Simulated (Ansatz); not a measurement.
## Frequency calculation of ZrNH4Cl3

ZrNH4Cl3, computed with RHF/def2-SVP (Ansatz 0.2.0).

It belongs to a series of runs on one base structure; here: vibrations at the highest image of the band. Figures and captions count atoms from 1; the log counts them from 0 in places.

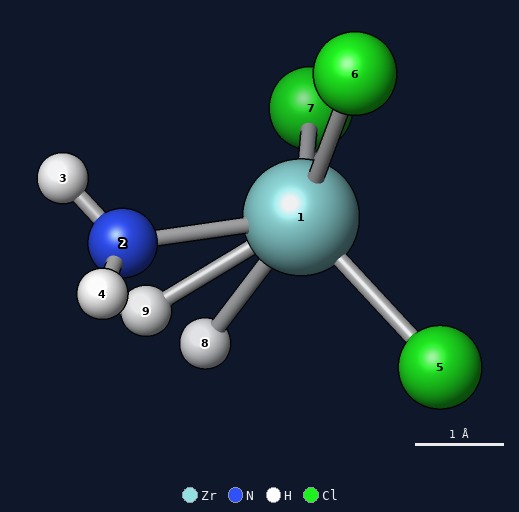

Fig. 1: The structure as given in the input (ball-and-stick view, seen at a tilt; atoms are numbered from 1 in the order of the input). Sticks mark near contacts.

The input
```yaml
crystal:
  periodic: [false, false, false]
  atoms:
    - { symbol: Zr, position_ang: [0.176228, -0.212766, 0.083882] }
    - { symbol: "N", position_ang: [0.084145, -0.165357, 2.25028] }
    - { symbol: H, position_ang: [-0.798031, -0.249081, 2.731785] }
    - { symbol: H, position_ang: [0.712515, 0.385981, 2.813603] }
    - { symbol: Cl, position_ang: [2.260921, 0.227516, -0.955181] }
    - { symbol: Cl, position_ang: [-0.979745, 1.853925, -0.284195] }
    - { symbol: Cl, position_ang: [-1.312702, -1.788619, -0.865178] }
    - { symbol: H, position_ang: [1.123718, -1.790935, 1.047662] }
    - { symbol: H, position_ang: [0.714548, -1.265963, 1.81254] }
basis:
  gaussian: { orbitals: def2-SVP }
hamiltonian:
  xc: hf
phonons: {}
```

Hardware: 2 threads of AMD EPYC (Zen 4), 64 GiB of memory available, shared host.

Run as:
```bash
ansatz run input.yaml --threads 2 --pin off --max-ram 3072MiB --backend cpu --events-out ev --progress --plain --runs-dir out
```

What the program printed
```
Engine: ansatz 0.2.0, x86_64-unknown-linux-gnu
Functional definition: HF
  exchange = exact_x
  correlation = 0
1244 factors; integrals over basis functions are off by at most 4.2e-4 eV
mean field evaluation 1: about -40310.4321 eV, gradient 3.9e1 eV
mean field evaluation 2: about -40310.5414 eV, gradient 3.9e1 eV
mean field evaluation 4: about -40314.6254 eV, gradient 2.8e0 eV
mean field evaluation 8: about -40314.6732 eV, gradient 2.8e-1 eV
mean field -40314.67368603 eV, -1481.5369316943 hartree, gradient 4.7e-5 eV, S^2 0.000000; 0 other end points of the search recorded, 0 dependent functions left out
the calculation of the forces begins
reference -40314.67368603 eV, -1481.5369316943 hartree; 37, 37 occupied and 82, 82 virtual orbitals, 1244 factors
these checks for a lower state are left out or cut short: stability, starts, cluster_reference, orbital_swaps, neighbouring_geometries, increment
1244 factors; integrals over basis functions are off by at most 4.2e-4 eV
mean field evaluation 16: about -40314.6736 eV, gradient 1.5e-4 eV
mean field -40314.67361424 eV, -1481.5369290560 hartree, gradient 2.4e-6 eV, S^2 0.000000; 0 other end points of the search recorded, 0 dependent functions left out
[... from here on the field's lines of each further geometry are left out, up to the last ...]
the calculation of the forces begins
reference -40314.67368627 eV, -1481.5369317031 hartree; 37, 37 occupied and 82, 82 virtual orbitals, 1244 factors
these checks for a lower state are left out or cut short: stability, starts, cluster_reference, orbital_swaps, neighbouring_geometries, increment
1244 factors; integrals over basis functions are off by at most 4.2e-4 eV
mean field -40314.67366356 eV, -1481.5369308685 hartree, gradient 2.5e-6 eV, S^2 0.000000; 0 other end points of the search recorded, 0 dependent functions left out
the calculation of the forces begins
reference -40314.67366356 eV, -1481.5369308685 hartree; 37, 37 occupied and 82, 82 virtual orbitals, 1244 factors
WARN: phonons: modes at or below zero, which the zero-point energy, F, S and C_V leave out: 1, the lowest at -1757.40 cm⁻¹. A minimum has none, and a first-order saddle one
Total energy: -40314.67368603 eV, -1481.5369316943 hartree
Atom 0 at     0.176228    -0.212766     0.083882 Å, force     0.002932     0.001911     0.016558 eV/Å
Atom 1 at     0.084145    -0.165357     2.250280 Å, force     0.027657     0.026068    -0.014979 eV/Å
Atom 2 at    -0.798031    -0.249081     2.731785 Å, force     0.004008    -0.023626    -0.001512 eV/Å
Atom 3 at     0.712515     0.385981     2.813603 Å, force    -0.003510     0.010091    -0.000993 eV/Å
Atom 4 at     2.260921     0.227516    -0.955181 Å, force    -0.001415     0.002416     0.004735 eV/Å
Atom 5 at    -0.979745     1.853925    -0.284195 Å, force    -0.001279     0.000454    -0.000946 eV/Å
Atom 6 at    -1.312702    -1.788619    -0.865178 Å, force    -0.001364    -0.004781    -0.004962 eV/Å
Atom 7 at     1.123718    -1.790935     1.047662 Å, force    -0.004382    -0.005368    -0.002424 eV/Å
Atom 8 at     0.714548    -1.265963     1.812540 Å, force    -0.022647    -0.007166     0.004523 eV/Å
Dipole moment:     0.043190    -0.099448     0.915474 e Å
Vibrations: -1757.40 54.84 80.37 110.66 126.60 162.18 192.42 379.12 382.41 413.50 466.11 559.91 589.25 659.40 1047.02 1625.88 1640.86 1772.66 1930.21 3712.54 3807.46 cm⁻¹, zero-point energy 1.222075 eV
```

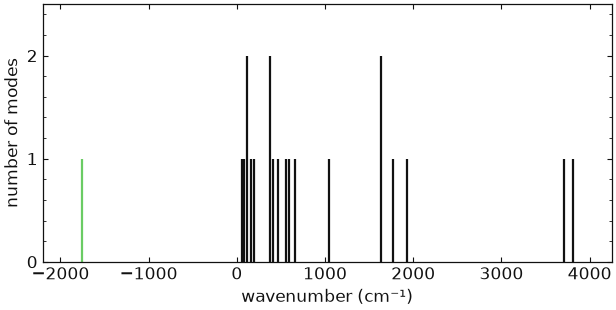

Fig. 2: Harmonic vibrational wavenumbers from the force constants; neighbouring modes closer than 25 cm⁻¹ are counted in one stick, and imaginary ones are drawn at negative wavenumbers. 21 modes from 1757i to 3807 cm⁻¹, 1 imaginary beyond 8i (1757i cm⁻¹): a first-order saddle point, if the geometry is stationary.

Results in brief

```json
{"quantity": "outcome", "value": "converged"}
{"quantity": "total energy", "value": "−40314.6737 eV"}
{"quantity": "mean-field energy", "value": "−40314.6737 eV"}
{"quantity": "largest force (length of the vector)", "value": "0.041 eV/Å"}
{"quantity": "wall time", "value": "64 s (CPU time 2 min)"}
{"quantity": "peak memory", "value": "0.3 GiB"}
```
